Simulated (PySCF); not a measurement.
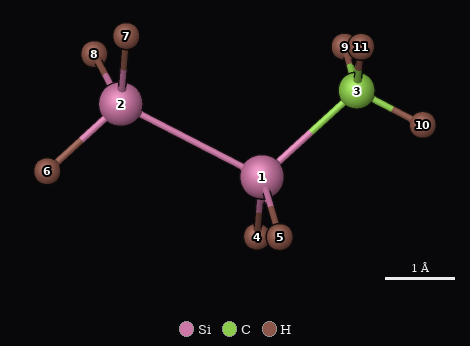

The input geometry (ball-and-stick view, seen on its broad side; atoms are numbered from 1 in the order of the input). Bond lengths as drawn: C–H 1.10 Å, C–Si 1.89 Å, H–Si 1.50 Å and Si–Si 2.35 Å.

# Core-level calculation, with input and output: CH₈Si₂

- system: CH₈Si₂
- method: delta-SCF UKS SCAN, pcX-2 on the ionised atom, pcseg-1 elsewhere, spin-free X2C (PySCF 2.14.0)

Figures and captions count atoms from 1; the log counts them from 0 in places.

**Log**
```
ground state, core basis on atom 0 (Si), 132 functions
  cycle   1  E = -623.02797670  |g| = 3.81e-01
  cycle   2  E = -622.99363639  |g| = 4.96e-01
  cycle   3  E = -623.06614066  |g| = 3.76e-02
  cycle   4  E = -623.06663638  |g| = 1.24e-02
  cycle   5  E = -623.06669020  |g| = 2.75e-03
  cycle   6  E = -623.06669400  |g| = 8.01e-04
  cycle   7  E = -623.06669164  |g| = 2.12e-04
  E(ground) = -623.08861135 Eh
hole in Si 2p of atom 0
  cycle   1  E = -618.80685463  |g| = 1.23e+00
  cycle   2  E = -618.67969980  |g| = 1.09e+00
  cycle   3  E = -619.10814980  |g| = 2.06e-01
  cycle   4  E = -619.13686540  |g| = 6.44e-02
  cycle   5  E = -619.13918963  |g| = 2.48e-02
  cycle   6  E = -619.13953516  |g| = 5.68e-03
  cycle   7  E = -619.13955444  |g| = 1.08e-03
  cycle   8  E = -619.13955481  |g| = 3.35e-04
  E(ion) = -619.17278721 Eh   <S^2> = 0.7523   hole on atom = 1.002   binding energy = 106.555 eV
  2p3/2 = 106.354 eV   2p1/2 = 106.977 eV
ground state, core basis on atom 1 (Si), 132 functions
  cycle   1  E = -623.06465511  |g| = 2.86e-01
  cycle   2  E = -623.06475947  |g| = 3.06e-02
  cycle   3  E = -623.06477611  |g| = 2.04e-02
  cycle   4  E = -623.06486925  |g| = 4.46e-03
  cycle   5  E = -623.06487497  |g| = 7.34e-04
  cycle   6  E = -623.06487428  |g| = 9.26e-05
  E(ground) = -623.08675551 Eh
hole in Si 2p of atom 1
  cycle   1  E = -618.80564224  |g| = 1.23e+00
  cycle   2  E = -618.72930287  |g| = 1.03e+00
  cycle   3  E = -619.10869329  |g| = 1.90e-01
  cycle   4  E = -619.13127715  |g| = 8.21e-02
  cycle   5  E = -619.13488214  |g| = 3.02e-02
  cycle   6  E = -619.13542834  |g| = 5.09e-03
  cycle   7  E = -619.13544180  |g| = 1.67e-03
  cycle   8  E = -619.13544313  |g| = 3.01e-04
  E(ion) = -619.16887336 Eh   <S^2> = 0.7528   hole on atom = 1.002   binding energy = 106.611 eV
  2p3/2 = 106.412 eV   2p1/2 = 107.035 eV
ground state, core basis on atom 2 (C), 121 functions
  cycle   1  E = -622.97316210  |g| = 5.91e-02
  cycle   2  E = -622.97313357  |g| = 2.37e-02
  cycle   3  E = -622.97319193  |g| = 2.06e-02
  cycle   4  E = -622.97331341  |g| = 3.10e-03
  cycle   5  E = -622.97331838  |g| = 2.94e-04
  E(ground) = -623.03681221 Eh
hole in C 1s of atom 2
  cycle   1  E = -611.73525371  |g| = 1.50e+00
  cycle   2  E = -611.17845646  |g| = 1.72e+00
  cycle   3  E = -612.26813033  |g| = 2.98e-01
  cycle   4  E = -612.30356489  |g| = 5.99e-02
  cycle   5  E = -612.30522013  |g| = 1.75e-02
  cycle   6  E = -612.30541566  |g| = 5.18e-03
  cycle   7  E = -612.30543988  |g| = 1.50e-03
  cycle   8  E = -612.30544171  |g| = 7.18e-04
  cycle   9  E = -612.30544183  |g| = 2.44e-04
  E(ion) = -612.36750826 Eh   <S^2> = 0.7674   hole on atom = 1.000   binding energy = 290.327 eV
```

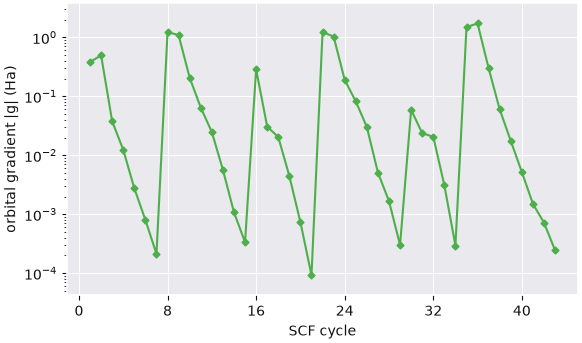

Convergence of the self-consistent field: orbital gradient |g| against the SCF cycle. All cycles printed in the log are drawn one after another.

The run was set up as follows.

**Input file**
```
{"job": {"kind": "xps", "holes": 5}, "charge": 0, "multiplicity": 1}
Si    -0.327827    -0.600352    -0.598347
Si     1.784819     0.232314    -0.004291
C     -1.676051     0.151981     0.483866
H     -0.316204    -2.091649    -0.454654
H     -0.584569    -0.287112    -2.040737
H      2.837474    -0.221108    -0.965972
H      1.767155     1.729764     0.005428
H      2.163390    -0.235147     1.366867
H     -1.501329    -0.085143     1.544458
H     -2.665411    -0.240251     0.203254
H     -1.696416     1.246933     0.375679
```

The first line tells a small driver script what to run in PySCF; the rest is the geometry in Å.

Launched with:
```bash
OMP_NUM_THREADS=1 python <driver script> task.json out
```

**Results in brief**

| quantity | value |
| --- | --- |
| outcome | converged |
| hardware | 1 CPU thread, shared host |
| wall time | 25 s |
| peak memory | 0.42 GiB |
